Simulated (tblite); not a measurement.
Geometry relaxation of C$_{3}$H$_{4}$GeO$_{2}$

The run: geometry relaxation of C$_{3}$H$_{4}$GeO$_{2}$. Method and program: GFN2-xTB geometry optimisation, gas phase (tblite 0.8.0).

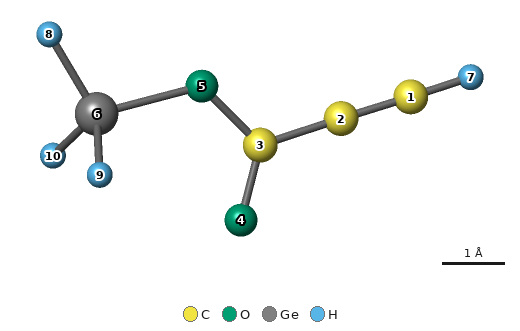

The input geometry (ball-and-stick view, seen at a tilt; atoms are numbered from 1 in the order of the input). Sticks mark near contacts.

### The input
```
{"job": {"xc": "GFN2-xTB", "basis": "xTB", "kind": "relax"}, "charge": 0, "multiplicity": 1}
C      3.126200     0.672500    -0.228400
C      1.990100     0.240800    -0.251900
C      0.667700    -0.289300    -0.256000
O      0.454700    -1.452800    -0.676400
O     -0.397300     0.514600     0.184400
Ge    -2.123000    -0.063200     0.186900
H      4.103800     1.063900    -0.218400
H     -3.030900     1.068100     0.732200
H     -2.231300    -1.312400     1.104300
H     -2.551100    -0.437400    -1.248000
```

The first line tells a small driver script what to run in tblite; the rest is the geometry in Å.

Hardware: 1 CPU thread, shared host.

Command:
```bash
OMP_NUM_THREADS=1 python <driver script> task.json out
```

### Output
```
step      E/eV     max force
  0    -502.15504    3.628
  1    -502.25918    4.131
  2    -502.37823    2.954
  3    -502.39769    2.240
  4    -502.45274    0.660
  5    -502.48186    0.575
  6    -502.51874    0.966
  7    -502.55165    0.837
  8    -502.57791    0.441
  9    -502.59672    0.379
 10    -502.60949    0.424
 11    -502.62273    0.463
 12    -502.63311    0.317
 13    -502.64012    0.307
 14    -502.64464    0.236
 15    -502.64770    0.231
 16    -502.65062    0.249
 17    -502.65364    0.195
 18    -502.65628    0.157
 19    -502.65860    0.169
 20    -502.66085    0.149
 21    -502.66253    0.099
 22    -502.66329    0.069
 23    -502.66367    0.063
 24    -502.66409    0.067
 25    -502.66471    0.084
 26    -502.66544    0.086
 27    -502.66593    0.059
 28    -502.66610    0.024
 29    -502.66614    0.021
 30    -502.66617    0.015
 31    -502.66621    0.024
 32    -502.66627    0.034
 33    -502.66634    0.035
 34    -502.66642    0.027
 35    -502.66649    0.031
 36    -502.66655    0.031
 37    -502.66661    0.024
 38    -502.66667    0.028
 39    -502.66675    0.035
 40    -502.66686    0.036
 41    -502.66698    0.028
 42    -502.66707    0.024
 43    -502.66711    0.017
 44    -502.66713    0.012
 45    -502.66714    0.008
 46    -502.66715    0.007
 47    -502.66715    0.008
 48    -502.66716    0.006
 49    -502.66716    0.004
 50    -502.66716    0.001
```

### Trajectory as extended XYZ (Å, eV, eV/Å), 10 of the 12 frames kept, from step=0 to step=50
```
10
Properties=species:S:1:pos:R:3:forces:R:3 step=0 energy=-502.15504
C     3.1262    0.6725   -0.2284   -1.4120  -0.4630  -0.0250
C     1.9901    0.2408   -0.2519    1.0330   1.0200   0.3550
C     0.6677   -0.2893   -0.2560   -2.7090  -2.3070  -0.7060
O     0.4547   -1.4528   -0.6764    0.2550   3.1550   1.2340
O    -0.3973    0.5146    0.1844    2.0160  -1.0150  -0.6330
Ge   -2.1230   -0.0632    0.1869   -0.3240  -0.7470  -0.0970
H     4.1038    1.0639   -0.2184   -0.0690  -0.1110  -0.0320
H    -3.0309    1.0681    0.7322    0.7340  -0.2610  -0.1990
H    -2.2313   -1.3124    1.1043    0.1790   0.5390  -0.3430
H    -2.5511   -0.4374   -1.2480    0.2970   0.1900   0.4460
10
Properties=species:S:1:pos:R:3:forces:R:3 step=4 energy=-502.45274
C     3.1061    0.6691   -0.2285   -0.0830   0.0500   0.0090
C     1.9730    0.2654   -0.2361   -0.3450   0.2170   0.1620
C     0.6257   -0.2957   -0.2599   -0.1080  -0.4400  -0.1840
O     0.4397   -1.4250   -0.6615   -0.2110   0.3790   0.1790
O    -0.3495    0.4920    0.1697   -0.0880   0.1360   0.0480
Ge   -2.1288   -0.0911    0.1822    0.1780  -0.1800  -0.0800
H     4.0934    1.0557   -0.2199   -0.3170  -0.1780  -0.0170
H    -2.9921    1.0549    0.7221    0.6210  -0.1720  -0.1430
H    -2.2219   -1.2911    1.0908    0.1560   0.1240  -0.0730
H    -2.5367   -0.4295   -1.2303    0.1980   0.0650   0.0990
10
Properties=species:S:1:pos:R:3:forces:R:3 step=9 energy=-502.59672
C     3.0311    0.6691   -0.2242    0.0960   0.0530   0.0210
C     1.8868    0.3108   -0.1998   -0.0520  -0.3450  -0.1470
C     0.5740   -0.2883   -0.2539   -0.0850  -0.0630   0.0250
O     0.3582   -1.4132   -0.6459   -0.0410   0.3370   0.1210
O    -0.3747    0.5196    0.1769    0.0160   0.1140   0.0330
Ge   -2.0526   -0.1332    0.1579   -0.1560  -0.1370  -0.0120
H     4.0236    1.0167   -0.2232   -0.0390   0.0490   0.0190
H    -2.7991    1.0249    0.6865   -0.0020   0.3260   0.1250
H    -2.1654   -1.2818    1.0847    0.1550  -0.2160   0.0660
H    -2.4730   -0.4200   -1.2303    0.1080  -0.1170  -0.2510
10
Properties=species:S:1:pos:R:3:forces:R:3 step=18 energy=-502.65628
C     3.0056    0.6689   -0.2174   -0.0580  -0.0340  -0.0110
C     1.8779    0.2545   -0.2229   -0.0510  -0.0940  -0.0360
C     0.5283   -0.2695   -0.2403    0.0430  -0.0340   0.0080
O     0.2349   -1.3839   -0.6169    0.0910   0.1190   0.0230
O    -0.3801    0.5713    0.1976    0.0980   0.0790   0.0050
Ge   -2.0595   -0.1465    0.1527    0.0880  -0.0210  -0.0050
H     3.9970    1.0294   -0.2163   -0.1520  -0.0380   0.0100
H    -2.7333    1.0670    0.6950   -0.1060  -0.0030   0.0110
H    -2.0757   -1.3265    1.0652    0.0250   0.0130   0.0020
H    -2.3863   -0.4600   -1.2679    0.0230   0.0150  -0.0080
10
Properties=species:S:1:pos:R:3:forces:R:3 step=22 energy=-502.66329
C     2.9945    0.6599   -0.2193   -0.0030  -0.0010  -0.0050
C     1.8746    0.2300   -0.2334    0.0150   0.0050   0.0140
C     0.5248   -0.2679   -0.2368   -0.0170   0.0230  -0.0130
O     0.2121   -1.3761   -0.6110   -0.0180  -0.0470  -0.0070
O    -0.3626    0.5936    0.2035   -0.0020   0.0090   0.0080
Ge   -2.0397   -0.1362    0.1542   -0.0440   0.0010   0.0010
H     3.9765    1.0322   -0.2122    0.0230  -0.0030  -0.0030
H    -2.7583    1.0601    0.6955   -0.0100  -0.0640  -0.0230
H    -2.0518   -1.3258    1.0524    0.0310   0.0200   0.0520
H    -2.3613   -0.4652   -1.2644    0.0240   0.0560  -0.0230
10
Properties=species:S:1:pos:R:3:forces:R:3 step=27 energy=-502.66593
C     2.9921    0.6568   -0.2223    0.0110  -0.0010   0.0040
C     1.8740    0.2218   -0.2336   -0.0140   0.0180  -0.0090
C     0.5195   -0.2673   -0.2386    0.0210  -0.0300   0.0250
O     0.2008   -1.3767   -0.6084   -0.0050   0.0580   0.0090
O    -0.3606    0.6001    0.2049   -0.0170  -0.0270  -0.0200
Ge   -2.0383   -0.1396    0.1533    0.0260  -0.0290  -0.0090
H     3.9750    1.0295   -0.2122   -0.0100  -0.0190  -0.0070
H    -2.7795    1.0383    0.6897   -0.0290   0.0350   0.0190
H    -2.0308   -1.3156    1.0693    0.0090  -0.0010  -0.0020
H    -2.3434   -0.4429   -1.2734    0.0070  -0.0040  -0.0100
10
Properties=species:S:1:pos:R:3:forces:R:3 step=31 energy=-502.66621
C     2.9920    0.6560   -0.2219    0.0000  -0.0050   0.0010
C     1.8730    0.2238   -0.2340   -0.0020   0.0040   0.0060
C     0.5199   -0.2671   -0.2363   -0.0140   0.0190  -0.0060
O     0.1993   -1.3747   -0.6081    0.0110  -0.0140   0.0000
O    -0.3618    0.5998    0.2043   -0.0070   0.0100   0.0110
Ge   -2.0379   -0.1410    0.1526   -0.0060   0.0110   0.0020
H     3.9748    1.0272   -0.2133    0.0120  -0.0080  -0.0070
H    -2.7819    1.0392    0.6907   -0.0020  -0.0100  -0.0020
H    -2.0278   -1.3159    1.0701    0.0050  -0.0020  -0.0050
H    -2.3408   -0.4426   -1.2754    0.0040  -0.0050  -0.0010
10
Properties=species:S:1:pos:R:3:forces:R:3 step=40 energy=-502.66686
C     2.9964    0.6479   -0.2250    0.0000  -0.0040  -0.0020
C     1.8690    0.2381   -0.2279   -0.0020   0.0210   0.0080
C     0.5156   -0.2505   -0.2297   -0.0120   0.0010   0.0020
O     0.2037   -1.3607   -0.6017   -0.0140  -0.0250  -0.0080
O    -0.3728    0.6100    0.2093    0.0240   0.0260   0.0060
Ge   -2.0424   -0.1434    0.1516    0.0100   0.0130   0.0020
H     3.9852    1.0022   -0.2248    0.0180   0.0020  -0.0010
H    -2.7988    1.0283    0.6901   -0.0020  -0.0090  -0.0050
H    -2.0168   -1.3196    1.0643   -0.0090  -0.0200   0.0170
H    -2.3302   -0.4476   -1.2775   -0.0130  -0.0030  -0.0200
10
Properties=species:S:1:pos:R:3:forces:R:3 step=45 energy=-502.66714
C     3.0004    0.6439   -0.2287    0.0030  -0.0030   0.0070
C     1.8685    0.2463   -0.2235    0.0010   0.0000  -0.0070
C     0.5143   -0.2417   -0.2262    0.0040   0.0000   0.0010
O     0.2034   -1.3528   -0.5983   -0.0020   0.0070   0.0030
O    -0.3744    0.6184    0.2116    0.0000  -0.0030   0.0020
Ge   -2.0417   -0.1459    0.1510   -0.0010  -0.0050  -0.0040
H     3.9927    0.9898   -0.2298   -0.0030   0.0010  -0.0030
H    -2.8085    1.0199    0.6879    0.0010  -0.0020   0.0000
H    -2.0161   -1.3240    1.0645   -0.0010   0.0050  -0.0010
H    -2.3297   -0.4492   -1.2799   -0.0020   0.0000   0.0010
10
Properties=species:S:1:pos:R:3:forces:R:3 step=50 energy=-502.66716
C     3.0012    0.6428   -0.2277    0.0000   0.0000   0.0000
C     1.8686    0.2473   -0.2243    0.0000   0.0000   0.0000
C     0.5143   -0.2404   -0.2256   -0.0010   0.0000   0.0000
O     0.2031   -1.3514   -0.5976    0.0000  -0.0010  -0.0010
O    -0.3746    0.6191    0.2126    0.0000   0.0000   0.0010
Ge   -2.0417   -0.1466    0.1504    0.0000   0.0010   0.0000
H     3.9934    0.9889   -0.2310    0.0010   0.0000   0.0000
H    -2.8089    1.0187    0.6876    0.0000   0.0000   0.0000
H    -2.0163   -1.3239    1.0644    0.0000   0.0000   0.0000
H    -2.3303   -0.4497   -1.2803    0.0000   0.0000   0.0000
```

### Results in brief

```tsv
quantity	value
outcome	converged
total energy	−502.6672 eV
peak memory	0.18 GiB
```
